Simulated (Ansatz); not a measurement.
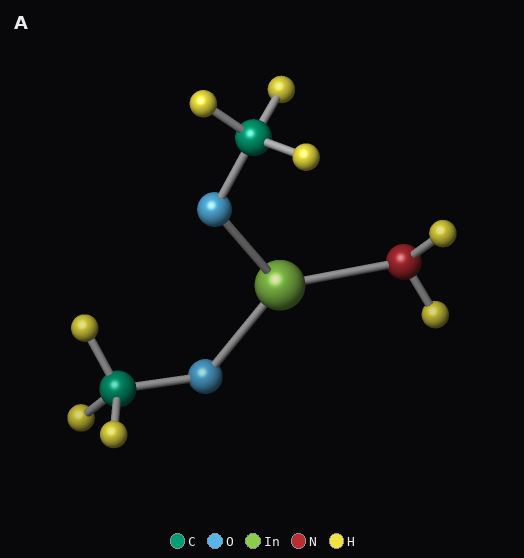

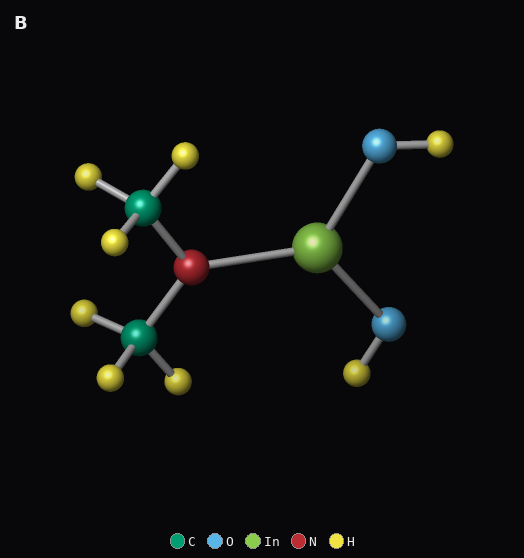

2 stationary structures of one formula. Geometries: PBE0-D4/def2-TZVP. Electronic energies: RHF-CCSD(T) (frozen core)/def2-SVP (Ansatz 0.2.0), without zero-point energy. Each is one conformer, not always the lowest.

Question: Are they conformers, stereoisomers or constitutional isomers?

Answer: They are constitutional isomers of C2H8InNO2: A `C[O][In]([NH2])[O]C`, B `C[N](C)[In]([OH])[OH]`.

Question: Which is lowest in energy, and by how much?

Answer: B is lowest (a minimum); A lies 0.493 eV above it (a minimum).
